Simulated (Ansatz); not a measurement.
**CH₆Si···HBr: density, localisation and related maps**

The calculation's input:

```
crystal:
  periodic: [false, false, false]
  atoms:
    - { symbol: Si, position_ang: [0.0, 0.0, 0.0] }
    - { symbol: C, position_ang: [0.0, 0.0, 2.22] }
    - { symbol: H, position_ang: [-0.9996, -0.3092, 2.5905] }
    - { symbol: H, position_ang: [0.7676, -0.7111, 2.5905] }
    - { symbol: H, position_ang: [0.232, 1.0203, 2.5905] }
    - { symbol: H, position_ang: [1.3768, 0.0, -0.4862] }
    - { symbol: H, position_ang: [-0.6877, 1.1914, -0.4862] }
    - { symbol: H, position_ang: [-0.6877, -1.1914, -0.4862] }
    - { symbol: Br, position_ang: [-2.4357, 0.4498, 0.823] }
    - { symbol: H, position_ang: [-1.2526, 0.2313, 2.0175] }
basis:
  gaussian: { orbitals: def2-SVP }
hamiltonian:
  xc: pbe0
  dispersion: d4
relax:
  f_tol: 0.15
  max_steps: 25
  restrain:
    - { distance: [0, 8], at: 3.51, k: 30.0 }
    - { distance: [9, 1], at: 2.31, k: 30.0 }
    - { distance: [0, 1], at: 1.87, k: 30.0 }
    - { distance: [9, 8], at: 1.55, k: 30.0 }
output:
  orbitals: {}
```

Run with:

```sh
ansatz run input.yaml --threads 2 --pin off --max-ram 3072MiB --backend cpu --events-out ev --progress --plain --runs-dir out
```

The fields are those of the run's last geometry, not of the input's.

Not at a stationary point (largest force 1.7 eV/Å).

Theory: RKS PBE0-D4/def2-SVP (Ansatz).

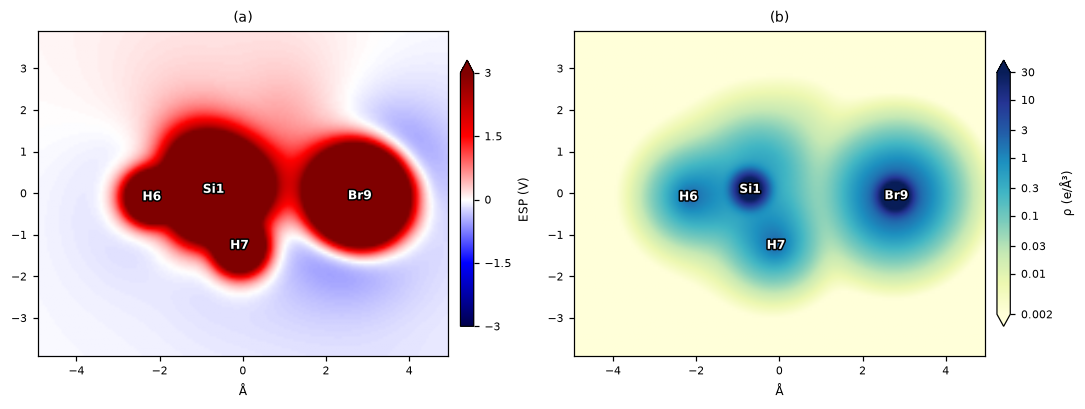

Figure 1. (a) molecular electrostatic potential; (b) electron density on the plane of atoms H6, Si1 and H7.

Q: What do the fields say about this system?

A:
- Atoms in the plane: Si, H and Br.
- Si–H (1.49 Å): the density is about 0.76 e/Å³ at the midpoint.
- Outside the dense part of the complex the potential is most negative (−0.5 V) near Br9.

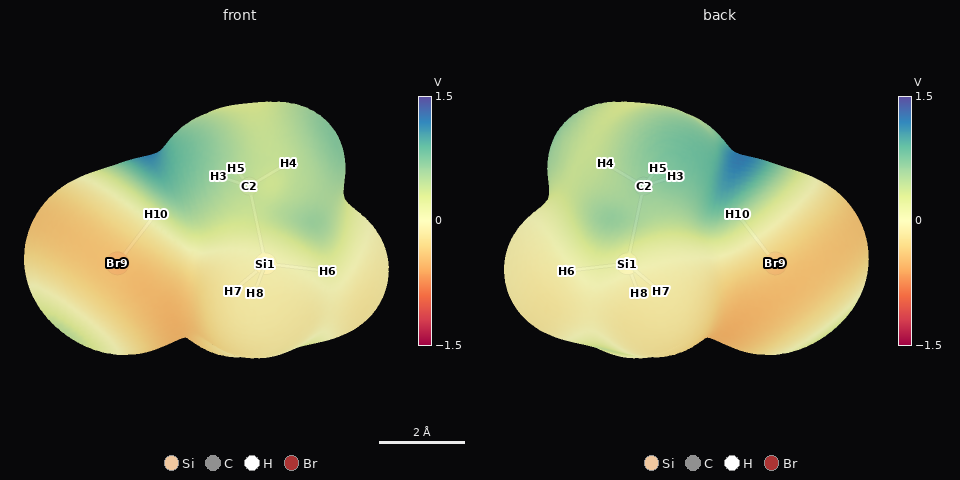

Figure 2. The electrostatic potential painted on the density surface at 0.001 e/bohr³, seen from the front and from behind; the colour scale runs from red (negative) to blue (positive).

Q: Describe the electrostatic potential map.

A: The most negative region (about −0.5 V, or −12 kcal/mol for a unit charge) lies over the gap between the two molecules, near H7 and Br9, the most positive (about +1.2 V, or +28 kcal/mol for a unit charge) over H10. Br9 shows a σ-hole: about +0.5 V, or +12 kcal/mol for a unit charge at the tip opposite its bond, against about −0.5 V, or −12 kcal/mol for a unit charge on its flanks.

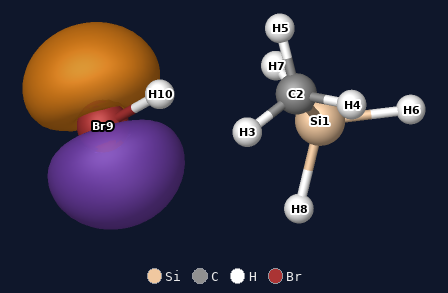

Figure 3. The HOMO−1 at ±0.15 Å⁻³ᐟ² (orange and purple are the two phases), seen from one side.

Q: Describe this orbital and give its energy.

A: By Hirshfeld shares it lies mainly on Br9 (about 95 %); largely a lone pair of Br9. Its energy is −8.49 eV.
